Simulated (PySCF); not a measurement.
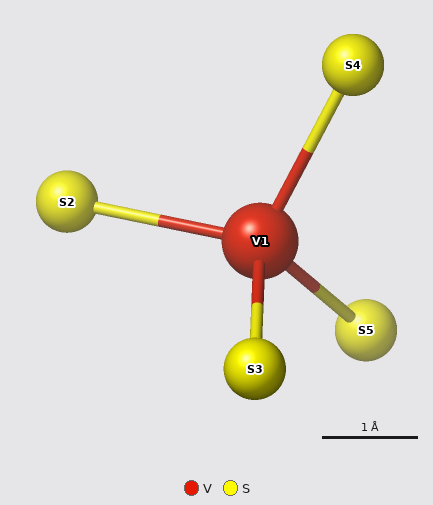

**Figure 1.** The structure (ball-and-stick view, seen at a tilt; atoms are numbered from 1 in the order of the input). Sticks mark near contacts. Bond lengths as drawn: S–V 2.17 to 2.18 Å.

# Two runs on VS4

System: VS4, charge −3.
Method of run 1: GIAO B3LYP/pcSseg-1 V:pcSseg-2 NMR shielding, non-relativistic, gas phase (PySCF 2.14.0).

The geometry comes from this level: PBE0-D3(BJ)/def2-SVP. Text and figures count atoms from 1; the logs count them from 0 in places.

## The input, run 1
```
{"job": {"kind": "nmr", "xc": "B3LYP", "basis": {"default": "pcSseg-1", "V": "pcSseg-2"}, "pop": false}, "charge": -3, "multiplicity": 1}
V     -0.002293     0.000337     0.002173
S     -0.002393    -0.025026     2.177623
S      2.046232     0.010403    -0.716366
S     -1.024945     1.783293    -0.710399
S     -1.016611    -1.769008    -0.753022
```

The first line tells a small driver script what to run in PySCF; the rest is the geometry in Å.

Hardware: 1 CPU thread, shared host.

## Output (run 1)
```
coarse grid: 32824 points
cycle   1  E = -2536.0590993603  dE =  9.499e-01  |g| = 1.859e+00  |ddm| = 3.320e+00
cycle   2  E = -2532.8145223789  dE =  3.245e+00  |g| = 3.543e+00  |ddm| = 7.852e+00
cycle   3  E = -2535.9850873028  dE = -3.171e+00  |g| = 2.366e+00  |ddm| = 7.099e+00
cycle   4  E = -2535.9415695256  dE =  4.352e-02  |g| = 2.446e+00  |ddm| = 7.195e-02
cycle   5  E = -2536.5759994460  dE = -6.344e-01  |g| = 1.173e+00  |ddm| = 6.263e-01
cycle   6  E = -2536.6670638451  dE = -9.106e-02  |g| = 7.182e-01  |ddm| = 3.455e-01
cycle   7  E = -2536.7529735591  dE = -8.591e-02  |g| = 1.214e-01  |ddm| = 3.615e-01
cycle   8  E = -2536.7556290136  dE = -2.655e-03  |g| = 7.073e-02  |ddm| = 2.083e-01
cycle   9  E = -2536.7573869696  dE = -1.758e-03  |g| = 2.779e-03  |ddm| = 8.665e-02
cycle  10  E = -2536.7573862840  dE =  6.856e-07  |g| = 3.581e-03  |ddm| = 3.220e-03
cycle  11  E = -2536.7573884391  dE = -2.155e-06  |g| = 2.487e-04  |ddm| = 1.633e-03
final grid: 60280 points
cycle  12  E = -2536.7574224633  dE =  4.503e-08  |g| = 5.704e-04  |ddm| = 1.751e-03
cycle  13  E = -2536.7574218640  dE =  5.993e-07  |g| = 1.547e-03  |ddm| = 2.316e-03
cycle  14  E = -2536.7574223723  dE = -5.083e-07  |g| = 1.093e-03  |ddm| = 1.633e-03
cycle  15  E = -2536.7574225733  dE = -2.010e-07  |g| = 2.111e-05  |ddm| = 5.138e-04
cycle  16  E = -2536.7574225734  dE = -1.405e-10  |g| = 6.900e-06  |ddm| = 3.236e-05
converged SCF energy = -2536.7574225734

GIAO shielding tensors (ppm)
atom      isotropic    diamagn.    paramagn.     s11        s22        s33       span
  0 V    -3961.546    1700.262   -5661.807  -3969.050  -3958.974  -3956.613     12.437
  1 S     -306.240    1062.363   -1368.603   -782.377   -777.843    641.500   1423.877
  2 S     -311.309    1062.375   -1373.684   -787.234   -785.327    638.632   1425.866
  3 S     -307.294    1062.360   -1369.654   -782.518   -780.158    640.794   1423.311
  4 S     -307.930    1062.362   -1370.292   -784.037   -780.193    640.439   1424.477
```

For run 2 the input was changed thus:
```diff
-"xc": "B3LYP"
+"xc": "PBE0"
-"pop": false
```

How does run 2 compare with run 1?

The total energies belong to different methods, so their difference says nothing on which is more stable or more accurate. The HOMO goes from 7.73 to 7.40 eV. The LUMO goes from 11.18 to 11.24 eV. Of all shieldings, the largest change is that of V1, by −72.5 ppm. The functional changes from B3LYP to PBE0. The number of SCF iterations is the same.

## Output (run 2)
```
coarse grid: 32824 points
cycle   1  E = -2535.3804560064  dE =  7.267e-01  |g| = 1.486e+00  |ddm| = 3.325e+00
cycle   2  E = -2532.8404531392  dE =  2.540e+00  |g| = 3.117e+00  |ddm| = 6.067e+00
cycle   3  E = -2535.3320464473  dE = -2.492e+00  |g| = 2.011e+00  |ddm| = 5.171e+00
cycle   4  E = -2535.3831107440  dE = -5.106e-02  |g| = 1.896e+00  |ddm| = 9.933e-02
cycle   5  E = -2535.7790333709  dE = -3.959e-01  |g| = 8.999e-01  |ddm| = 4.685e-01
cycle   6  E = -2535.8564290407  dE = -7.740e-02  |g| = 4.385e-01  |ddm| = 2.373e-01
cycle   7  E = -2535.8902676615  dE = -3.384e-02  |g| = 4.945e-02  |ddm| = 2.095e-01
cycle   8  E = -2535.8904490903  dE = -1.814e-04  |g| = 3.801e-02  |ddm| = 9.264e-02
cycle   9  E = -2535.8909554069  dE = -5.063e-04  |g| = 3.303e-03  |ddm| = 4.769e-02
cycle  10  E = -2535.8909568951  dE = -1.488e-06  |g| = 1.689e-03  |ddm| = 1.850e-03
final grid: 60280 points
cycle  11  E = -2535.8909728550  dE =  2.198e-05  |g| = 1.160e-02  |ddm| = 5.940e-03
cycle  12  E = -2535.8899432623  dE =  1.030e-03  |g| = 7.898e-02  |ddm| = 3.998e-02
cycle  13  E = -2535.8909950859  dE = -1.052e-03  |g| = 9.397e-04  |ddm| = 3.504e-02
cycle  14  E = -2535.8909953663  dE = -2.804e-07  |g| = 2.204e-04  |ddm| = 1.088e-03
cycle  15  E = -2535.8909953741  dE = -7.788e-09  |g| = 5.860e-05  |ddm| = 9.955e-05
cycle  16  E = -2535.8909953747  dE = -5.657e-10  |g| = 3.361e-06  |ddm| = 2.910e-05
converged SCF energy = -2535.8909953747

GIAO shielding tensors (ppm)
atom      isotropic    diamagn.    paramagn.     s11        s22        s33       span
  0 V    -4034.074    1700.541   -5734.615  -4041.330  -4031.572  -4029.321     12.009
  1 S     -289.697    1061.754   -1351.451   -785.164   -780.237    696.309   1481.473
  2 S     -295.597    1061.767   -1357.363   -790.968   -789.218    693.396   1484.364
  3 S     -290.930    1061.751   -1352.680   -785.626   -782.742    695.579   1481.206
  4 S     -291.666    1061.753   -1353.418   -787.253   -782.959    695.215   1482.468
```

## The two runs side by side

```csv
quantity,run 1,run 2
outcome,converged,converged
total energy (hartree),−2536.757423,−2535.890995
HOMO (eV),7.73,7.40
LUMO (eV),11.18,11.24
shielding of V1 (ppm),−3961.5,−4034.1
shielding of S2 (ppm),−306.2,−289.7
shielding of S3 (ppm),−311.3,−295.6
shielding of S4 (ppm),−307.3,−290.9
shielding of S5 (ppm),−307.9,−291.7
SCF iterations,16,16
basis functions,169,169
wall time (shared host),25 s,29 s
```

For both runs: A multiply charged ion in the gas phase: its levels are not those in solution or in a crystal. The highest filled orbital lies above zero: either the extra electron isn't bound at this level, or the self-interaction error of the functional lifts the level.
